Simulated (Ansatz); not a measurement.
**TaS2, response to strain**

Consider TaS2 in the CdI2 type structure (space group P-3m1, No. 164; layered, stacked along the Cartesian z axis; relaxed with 0.1 eV smearing).

```xyz
3
Lattice="3.2774 0.0000 0.0000 -1.6387 2.8383 0.0000 0.0000 0.0000 5.5873" Properties=species:S:1:pos:R:3 pbc="T T T"
Ta     0.0000     0.0000     0.0000
S      0.0000     1.8922     1.5487
S      1.6387     0.9461     4.0386
```

Cartesian axes are those of the cell as printed.

Strains are applied to the cell and any free atomic positions relax; under biaxial strain the out-of-plane vector relaxes too.

The values are results of Ansatz (a quantum-chemistry and plane-wave program), PBEsol-D3(BJ), PAW, cutoff 420 eV, spin-orbit coupling left out, not measurements.

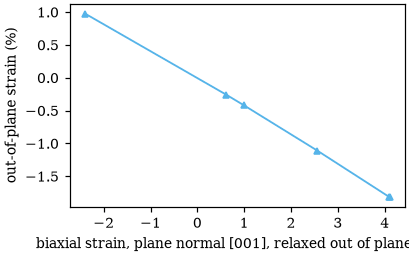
*Out-of-plane strain against biaxial strain, plane normal [001], relaxed out of plane*

Problem. From the plot, what is the out-of-plane strain for biaxial strain −2.40 %, plane normal [001], relaxed out of plane?

Solution. About 1.0 %.

Problem. Is the trend monotonic over the range shown?

Solution. Yes, it falls throughout, spanning -1.82 % to +0.98 %.

No phonon test of stability was made. All final runs are without spin polarisation. An odd electron count without spin: TaS2.
